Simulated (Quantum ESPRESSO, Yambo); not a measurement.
# A GW chain in Yambo: CdTe (F-43m), part 3 of 3

Wanted: ground state, empty states, screening and self-energy for CdTe (F-43m).

Quantum ESPRESSO 7.5 and Yambo 5.3.0; PBE and many-body steps on it, plane waves. Known limits of the many-body steps: not at the basis limit; coarse k mesh.

So far. Step 3 (Bands along the symmetry lines): The gap is 0.602 eV, as in the run before at this level. Step 4 (Empty states on the mesh, 4×4×4 mesh, 268 bands): On this mesh the gap is 0.602 eV.

The database entry behind the starting cell differs from later determinations by our own check (an axis about 1.1 % short against later determinations), so it need not match the best structure at ambient conditions.

### 6. Screening and self-energy, 4×4×4 mesh, 268 bands, screening to 156.5 eV

Now the one-shot GW correction: screening in the RPA, then the self-energy of the levels asked for.

This step: G0W0 on PBE with spin-orbit coupling, plane waves, norm-conserving pseudopotentials.

gw4.in

```
HF_and_locXC
gw0
dyson
ppa
em1d
rim_cut
RandQpts= 1000000
RandGvec= 1 RL
EXXRLvcs= 94 Ry
VXCRLvcs= 376 Ry
Chimod= "HARTREE"
% BndsRnXp
 1 | 268 |
%
NGsBlkXp= 11.5 Ry
% LongDrXp
 1 | 1 | 1 |
%
% GbndRnge
 1 | 268 |
%
DysSolver= "n"
ExtendOut
PPAPntXp= 27.21138 eV
% QPkrange
 1 | 1 | 41 | 48 |
%
```

Run with:

```sh
$ OMP_NUM_THREADS=1 mpirun -n 4 yambo -F gw4.in -J gw4 -C gw4 > gw4.log
```

The log of the run:

```text
 Yambo, version 5.3.0

 [02] CORE Variables Setup
 =========================

  [... cell, symmetries and grids as in the set-up ...]

  [02.05] Energies & Occupations
  ==============================

  [X] === General ===
  [X] Electronic Temperature                        :  0.000000  0.000000 [eV K]
  [X] Bosonic    Temperature                        :  0.000000  0.000000 [eV K]
  [X] Finite Temperature mode                       : no
  [X] El. density                                   :  0.66825E+24 [cm-3]
  [X] Fermi Level                                   :  9.054415 [eV]

  [X] === Gaps and Widths ===
  [X] Conduction Band Min                           :  0.601671 [eV]
  [X] Valence Band Max                              :  0.000000 [eV]
  [X] Filled Bands                                  :   44
  [X] Empty Bands                                   :   45  268
  [X] Direct Gap                                    :  0.601671 [eV]
  [X] Direct Gap localized at k                     :  1
  [X] Indirect Gap                                  :  0.601671 [eV]
  [X] Indirect Gap between kpts                     :  1  1
  [X] Last valence band width                       :  2.550699 [eV]
  [X] 1st conduction band width                     :  3.256329 [eV]

 [03] Transferred momenta grid and indexing
 ==========================================

 IBZ Q-points                                      :   8
 BZ  Q-points                                      :   64

 K/Q-points units:
 rlu = crystal or reduced units; cc = cartesian coordinates; iku = interal k-units

 Q [1]          [rlu]:  0.000000  0.000000  0.000000
 Q [2]          [rlu]: -0.91950E-18 -0.91950E-18  0.25000
 Q [3]          [rlu]:  0.18390E-17  0.18390E-17 -0.50000
 Q [4]          [rlu]:  0.93911E-17  0.25000      0.25000
 Q [5]          [rlu]:  0.54592E-16  0.25000      0.50000
 Q [6]          [rlu]:  0.18390E-17  0.25000     -0.25000
 Q [7]          [rlu]: -0.18782E-16 -0.50000     -0.50000
 Q [8]          [rlu]:  0.250000 -0.500000 -0.250000

 [04] Coloumb potential Random Integration (RIM)
 ===============================================

  [04.01] RIM initialization
  ==========================

  * Diagonal components only detected *

  8 x (sBL volume)        :  0.069781 [a.u.]
  sBZ random points       :  1000000
  Points outside the sBZ  :   7999624
  RL volume               :  0.558250 [a.u.]
  Integrated volume       :  0.558276 [a.u.]

  [04.02] RIM integrals
  =====================

  Gamma point sphere radius             :  0.074679 [a.u.]
  Points outside the sphere             :   799635
  [Int_sBZ(q=0) 1/q^2]*(Vol_sBZ)^(-1/3) =:  7.763403
                                 should be <:  7.795600

  Summary of Coulomb integrals for non-metallic bands |Q|[au] RIM/Bare

  Q [1] 0.100000E-4 0.995870 * Q [2] 0.224607 1.063761
  Q [4] 0.259354 1.062979 * Q [6] 0.366782 1.026387
  Q [5] 0.430090 1.018651 * Q [3] 0.449214 1.016906
  Q [7] 0.518708 1.013309 * Q [8] 0.579933 1.010246

 [05] Dipoles
 ============

  [05.01] Setup: observables and procedures
  =========================================

  [WARNING] [x,Vnl] slows the Dipoles computation. To neglect it rename the ns.kb_pp file

 [06] Dynamic Dielectric Matrix (PPA)
 ====================================

 [WR./gw4//ndb.pp]---------------------------------------------------------------
  Brillouin Zone Q/K grids (IBZ/BZ)                :    8   64    8   64
  RL vectors                                       :   8099 [WF]
  Coulomb cutoff potential                         : none
  Electronic Temperature                           :  0.000000 [K]
  Bosonic    Temperature                           :  0.000000 [K]
  PPA    diel. fun.  energies                      : Perdew, Burke & Ernzerhof(X)+Perdew, Burke & Ernzerhof(C)
  wavefunctions                                    : Perdew, Burke & Ernzerhof(X)+Perdew, Burke & Ernzerhof(C)
  Global Gauge                                     : length
  X matrix size                                    :   339
  X band range                                     :    1  268
  X e/h energy range                               : -1.000000 -1.000000 [eV]
  X Time ordering                                  : R
  X Hxc Kernel                                     : HARTREE
  X Drude frequency                                :  0.000000  0.000000
  X poles                                          :  100.0000 [o/o]
  RL vectors in the sum                            :   8099
  [r,Vnl] included                                 : yes
  Field direction                                  :  0.577350E-5  0.577350E-5  0.577350E-5
  BZ energy Double Grid                            : no
  BZ energy DbGd points                            : 0
  BZ Q point size factor                           : -1.000000
  X Optical Averaged directions                    : none

 [07] Local Exchange-Correlation + Non-Local Fock
 ================================================

 [VXC] Plane waves :   54769
 [EXS] Plane waves :   6879

 QP @ state[ 1 ] K range:  1  1
 QP @ state[ 1 ] b range:   41   48

 [xc] Functional : Perdew, Burke & Ernzerhof(X)+Perdew, Burke & Ernzerhof(C)
 [xc] LIBXC used to calculate xc functional
  PP Number of Atomic Species                      :  2
  NLCC RL compoments                               :   54769
  PP Number of Atomic Species                      :  2
  NLCC RL compoments                               :   54769

 [xc] E_xc :  -35.75471 [Ha]
      E_xc :  -71.50942 [Ry]

  Local XC kind (lXC) : Perdew, Burke & Ernzerhof(X)+Perdew, Burke & Ernzerhof(C)
  Non-Local XC kind (nlXC) : Hartree-Fock

  Corrections @ K [1] :  [eV]
 <41|nlXC|41> = -16.22075 -0.86611E-17 <41|lXC|41> = -14.45267 -0.18880E-15
 <42|nlXC|42> = -16.22071 -0.74112E-18 <42|lXC|42> = -14.45267 -0.82612E-16
 <43|nlXC|43> = -16.22071  0.20172E-17 <43|lXC|43> = -14.45267  0.36496E-20
 <44|nlXC|44> = -16.22075  0.11295E-16 <44|lXC|44> = -14.45267  0.47201E-16
 <45|nlXC|45> = -8.200194 -0.16644E-19 <45|lXC|45> = -12.06410 -0.14162E-15
 <46|nlXC|46> = -8.200196  0.68622E-18 <46|lXC|46> = -12.06410 -0.82616E-16
 <47|nlXC|47> = -6.198152 -0.42714E-18 <47|lXC|47> = -10.35686 -0.94479E-16
 <48|nlXC|48> = -6.198155 -0.10724E-17 <48|lXC|48> = -10.35686  0.47199E-16

 [08] Dyson equation: Newton solver
 ==================================

  [08.01] G0W0 (W PPA)
  ====================

  [  GW  ] Bands range     :    1  268
  [GW/PPA] G damping       :  0.100000 [eV]

  QP @ state[ 1 ] K range:  1  1
  QP @ state[ 1 ] b range:   41   48

   Sc/G bands                                       :    1  268
   Sc/G damping                                     :  0.100000 ev
   Sc bands terminator                              : no
   Sx RL components                                 :   6879

   QP @ state[ 1 ] K range                          :  1  1
   QP @ state[ 1 ] b range                          :   41   48
   GF energies kind                                 : Perdew, Burke & Ernzerhof(X)+Perdew, Burke & Ernzerhof(C)
   GF WF`s kind                                     : Perdew, Burke & Ernzerhof(X)+Perdew, Burke & Ernzerhof(C)
   Xs energies kind                                 : Perdew, Burke & Ernzerhof(X)+Perdew, Burke & Ernzerhof(C)
   Xs WF`s kind                                     : Perdew, Burke & Ernzerhof(X)+Perdew, Burke & Ernzerhof(C)

 [11] Game Over & Game summary
```

Elapsed: 22 min, on 4 MPI ranks of Arm Neoverse V1, shared host; peak memory 5.7 GiB; 89 min of CPU time.

This step gave:

| Property | Result |
| --- | --- |
| G0W0 gap on the points computed | 1.344 eV |
| starting gap on the mesh | 0.6017 eV |
| k of the valence top | 0, 0, 0 |
| k of the conduction bottom | 0, 0, 0 |
| least direct G0W0 gap on the computed points | 1.344 eV |
| Z at the valence top | 0.8019 |
| Z at the conduction bottom | 0.8118 |

The gap on the mesh goes from 0.60 eV to 1.34 eV, a correction of +0.74 eV.

Limits: finite bands, cutoff and mesh; coarse k mesh. v1 is the top filled band, c1 the lowest empty one. Levels before and after the correction, in eV, zero at the valence-band top of each column:

```
           conduction bottom  valence top
Kohn-Sham               0.60         0.00
     G0W0               1.34         0.00
```

```csv
,level,energy (eV)
Kohn-Sham,Γ v4-v1,0.000
Kohn-Sham,Γ c1-c2,0.602
Kohn-Sham,Γ c3-c4,4.078
G0W0,Γ v4-v1,0.000
G0W0,Γ c1-c2,1.344
G0W0,Γ c3-c4,4.726
```

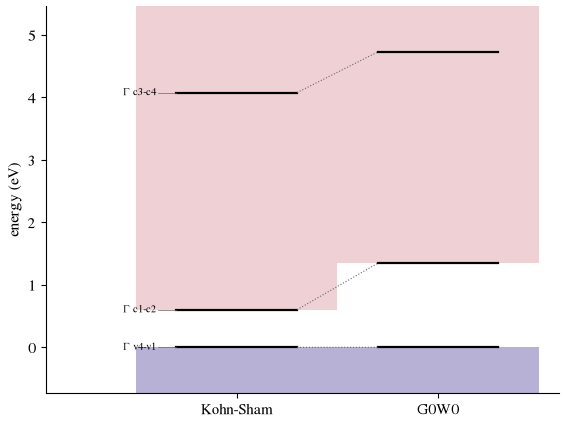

Levels before and after the correction. Shaded: valence and conduction bands.

### 7. Where the time went

Times are wall times on the hardware named with each run, good to a factor of about two.

```csv
step,time,share,memory (GiB)
ground state,71 s,4 %,0.85
bands along the symmetry lines,59 s,4 %,0.56
empty states on the mesh,2.1 min,8 %,1.5
conversion and set-up,4.2 s,0 %,0.26
screening and self-energy,22 min,84 %,5.7
```

### 8. Summary of results

| Item | Value |
| --- | --- |
| PBE gap | 0.60 eV, direct |
| G0W0 gap on the mesh | 1.34 eV |
| GW settings | 4×4×4 mesh, 268 bands, screening to 156.5 eV, Godby-Needs plasmon pole |
| known limits | not at the basis limit; coarse k mesh |

G0W0 moves the gap on the mesh from 0.60 eV to 1.34 eV (+0.74 eV), with Z of 0.80 and 0.81 at the edges. Only 1 of the mesh's irreducible points was corrected, so a valley elsewhere could overtake. The dearest step here is «screening and self-energy». Bands and cutoff are finite, so the gap is not at the basis limit. The miss can reach some tenths of an eV and take either sign; the mesh is an error of its own. In the G0W0 run levels were corrected at 1 k point alone, so a gap called «on the mesh» is the least over those, and an edge elsewhere would be missed. The 4×4×4 mesh is coarse for this cell, which bears on the long-range parts of exchange and screening.

[Paths, hosts, dates, memory and timing lines, banners, echoed tables and standing remarks are left out of the program output.]

[Logs are printed without paths, hosts, clocks, repeated set-up lines and the standing remarks that a program may print on its own settings, such as how far it seeks lower states.]

[Runs of the session that timed out or met a known fault of the program may be left out.]

[Hosts, paths, dates, database ids (printed as entryN), source tags and the programs' standing remarks are cut or masked in the printed files.]
